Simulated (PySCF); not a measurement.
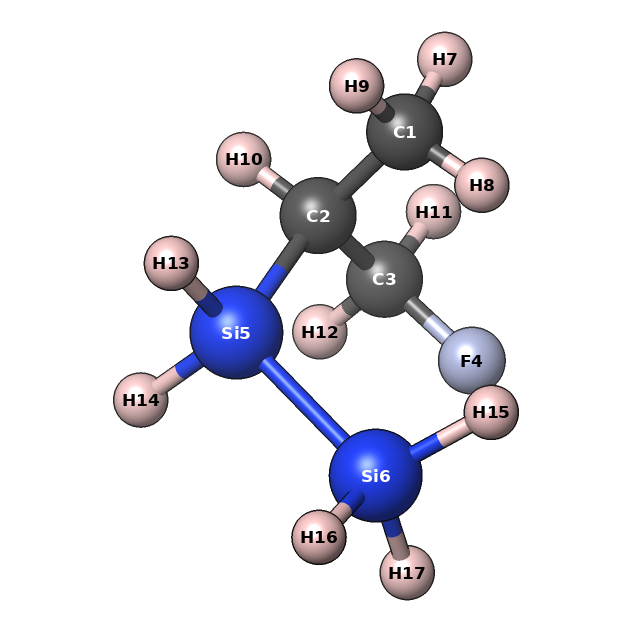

Computed geometry: PBE0-D3(BJ)/def2-SVP optimisation. No frequency run is at hand to confirm it as a minimum. Method: delta-SCF UKS SCAN, pcX-2 on the ionised atom, pcseg-1 elsewhere, spin-free X2C (PySCF 2.14.0).

Give the core-electron binding energies (to vacuum; p and d levels without spin–orbit splitting) of C1 1s, C2 1s, C3 1s, F4 1s, Si5 1s, Si5 2p, Si6 1s, Si6 2p.

```csv
atom,level,binding energy (eV)
C1,1s,290.7
C2,1s,290.5
C3,1s,293.0
F4,1s,692.3
Si5,1s,1845.9
Si5,2p,106.4
Si6,1s,1845.9
Si6,2p,106.5
```
